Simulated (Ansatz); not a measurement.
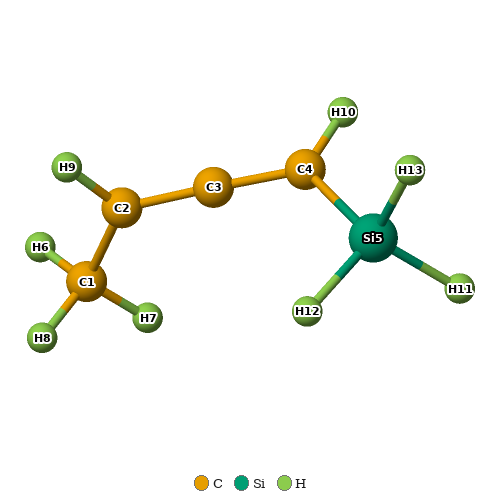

The system is C4H8Si, SMILES CC=C=C[SiH3]; the picture shows the reference structure. Coordinates scanned: (1) angle C2–C3–C4 (carried through 180); (2) change of the bonds C3–C2, C3–C4, all alike. Nothing is relaxed (all other coordinates rigid). Grid: 11 × 11 points. Points are written as (first, second). Energies: kJ/mol, counted from the lowest grid point. Level of theory: RKS PBE0-D4/def2-SVP in Ansatz.

Its coordinates:

```xyz
13

C    -2.0727    0.9220    0.8601
C    -0.6172    0.7197    1.1602
C     0.3190    0.5205    0.2645
C     1.2447    0.2793   -0.6329
Si    1.6709   -1.4609   -1.1724
H    -2.4189    1.8997    1.2331
H    -2.2713    0.8757   -0.2194
H    -2.6855    0.1523    1.3571
H    -0.3080    0.7445    2.2139
H     1.7837    1.1294   -1.0761
H     1.4627   -1.6215   -2.6457
H     0.8046   -2.4304   -0.4401
H     3.1082   -1.7649   -0.8874
```

Range: angle C2–C3–C4 (carried through 180) from 140 to 220°; change of the bonds C3–C2, C3–C4, all alike from −0.144 to 0.223 Å.

**What will the energy surface look like?**

The lowest grid point is at (180°, 0.003 Å). It is the only kind of minimum in the scanned range. The highest grid point, (220°, −0.144 Å), lies 305 kJ/mol above the lowest. Round the minimum the two coordinates are nearly uncoupled.

```csv
"second ↓, first →",140,148,156,164,172,180,188,196,204,212,220
0.223,243,235,229,224,221,220,221,223,227,234,244
0.186,191,181,173,168,165,163,164,167,173,182,194
0.149,145,133,123,117,113,112,113,117,124,135,150
0.113,107,93,82,74,70,69,70,76,84,97,115
0.076,78,61,48,39,34,33,35,42,52,68,88
0.039,60,41,26,16,11,9,12,20,32,50,74
0.003,58,36,19,8,1,0,4,13,27,47,74
−0.034,73,48,30,17,10,8,13,23,40,63,94
−0.071,111,83,62,48,40,38,44,56,75,101,135
−0.108,176,145,122,106,97,96,102,116,137,166,205
−0.144,271,237,211,193,184,183,190,205,229,262,305
```

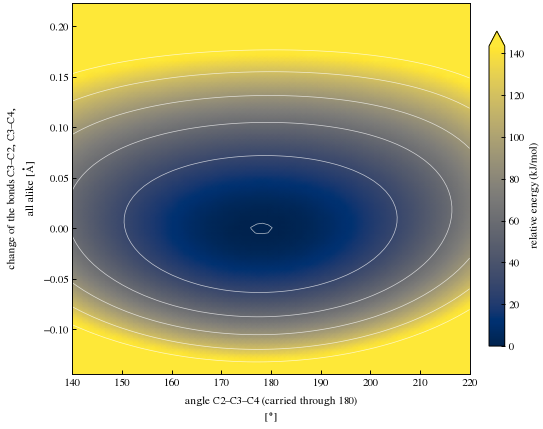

In the figure: a smooth colour map with a few white contour lines, one colour for all values above the top of the scale. Between grid points the surface is interpolated.

Each point was launched as `ansatz run input.yaml --threads 1 --pin off --max-ram 2560MiB --backend cpu --events-out ev --progress --plain --runs-dir out`. Time for the 121 points that were run: 11 min on 1 thread of Arm Neoverse V2 (shared host).
